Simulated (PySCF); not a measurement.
C8H8Si, SMILES C#Cc1ccccc1[SiH3] at its GFN2-xTB optimised geometry (Å):

```
17

C     -2.2937    -2.3559     0.0063
C     -1.6620    -1.3344     0.0008
C     -0.9541    -0.1083     0.0000
C     -1.6691     1.0883     0.0002
C     -0.9974     2.2955     0.0002
C      0.3883     2.3125     0.0000
C      1.0941     1.1218     0.0000
C      0.4481    -0.1083     0.0000
Si     1.4056    -1.7346    -0.0012
H     -2.8350    -3.2546     0.0067
H     -2.7497     1.0597     0.0006
H     -1.5526     3.2224     0.0002
H      0.9175     3.2546    -0.0004
H      2.1750     1.1460    -0.0003
H      1.0816    -2.4912    -1.2121
H      2.8350    -1.4118     0.0190
H      1.0521    -2.5119     1.1879
```

Computed with PySCF with PBE/def2-SVP. Cells within 0.4 Å of a nucleus heavier than hydrogen are left out (blank, or x).

Map of the electron localisation function on the plane z = 0.0 Å:

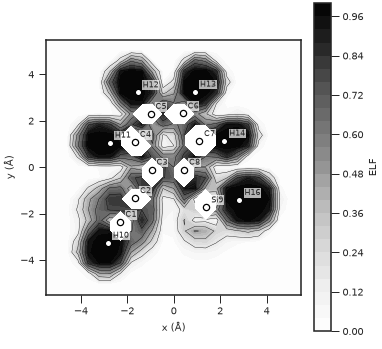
Figure. Electron localisation function on the plane z = 0.0 Å.
